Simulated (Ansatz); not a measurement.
# C2H7Ge (charge +1): what the fields show

Input file:

```
crystal:
  periodic: [false, false, false]
  atoms:
    - {symbol: C, position_ang: [0.686418, -1.527456, -0.014430]}
    - {symbol: C, position_ang: [-0.922602, 1.432696, 0.112785]}
    - {symbol: Ge, position_ang: [0.641921, 0.372199, -0.101290]}
    - {symbol: H, position_ang: [1.371063, -1.823314, 0.800441]}
    - {symbol: H, position_ang: [-0.310048, -1.957391, 0.150535]}
    - {symbol: H, position_ang: [-0.759905, 2.134137, 0.950145]}
    - {symbol: H, position_ang: [-1.055869, 2.049017, -0.793916]}
    - {symbol: H, position_ang: [1.964589, 1.102313, -0.359561]}
    - {symbol: H, position_ang: [-1.815623, 0.820610, 0.294036]}
    - {symbol: H, position_ang: [1.124617, -1.914511, -0.951047]}
basis:
  gaussian:
    orbitals: def2-TZVPD
hamiltonian:
  xc: pbe0
total_charge: 1
output: {forces: true, orbitals: {seedname: orbitals}}
```

Launched as:

```sh
ansatz run input.yaml --threads 2 --pin off --max-ram 4350MiB --events-out events.jsonl --progress --plain --runs-dir runs
```

Geometry: PBE0-D3(BJ)/def2-SVP.

Method: Ansatz, isolated molecule in a Gaussian basis; Kohn-Sham density functional theory, functional PBE0.

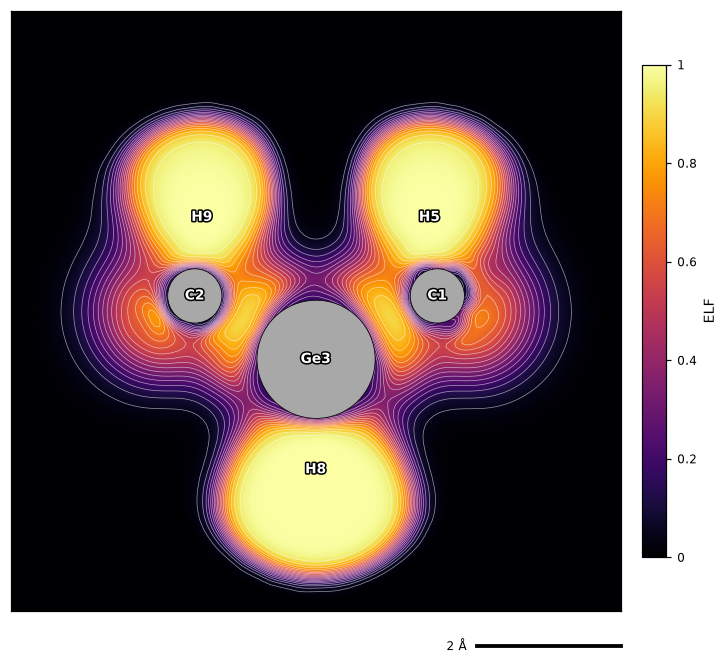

Figure 1. Electron localisation function on the plane of atoms Ge3, C2 and H9. Grey discs cover the atomic cores.

What does the map show?

Answer.
- The plane passes through C, Ge and H nuclei.
- C–Ge (1.90 Å): the ELF peaks at about 0.90 in the valence shell of C, 0.7 Å from its nucleus, and is about 0.70 at the midpoint.
- C–H (1.10 Å): the ELF climbs to about 1 towards the hydrogen, as it does in any bond to H: a covalent bond by its length.
- Ge–H (1.53 Å): the ELF climbs to about 1 towards the hydrogen.

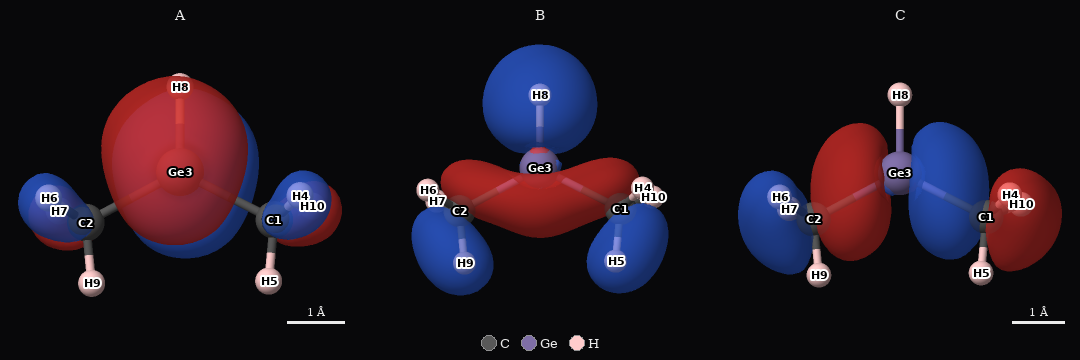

Figure 2. Three frontier orbitals at ±0.1 Å⁻³ᐟ² (blue and red are the two phases), in no order.

Which picture is the HOMO−1, the HOMO and the LUMO?

Answer. B is the HOMO−1 (−15.19 eV). Its weight (Hirshfeld) is mainly on Ge3 (about 30 %), H8 (about 30 %), C2 (about 15 %) and C1 (about 15 %). C is the HOMO (−14.89 eV). It lies mainly on Ge3 (about 25 %), C1 (about 25 %) and C2 (about 25 %). A is the LUMO (−8.23 eV). Its weight (Hirshfeld) is mainly on Ge3 (about 75 %), C1 (about 5 %) and C2 (about 5 %).

What is the HOMO–LUMO gap?

Answer. 6.66 eV between the orbital energies.

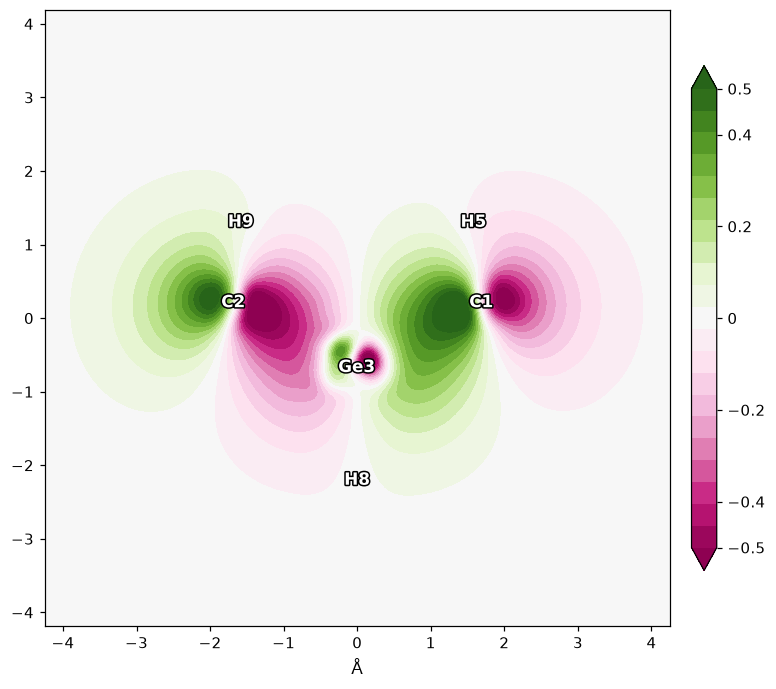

Figure 3. One frontier orbital on the plane of atoms C1, Ge3 and C2 (values in Å⁻³ᐟ²; the overall sign is arbitrary).

Which orbital is it: HOMO or LUMO?

Answer. The HOMO, at −14.89 eV. Its weight (Hirshfeld) is mainly on Ge3 (about 25 %), C1 (about 25 %) and C2 (about 25 %).
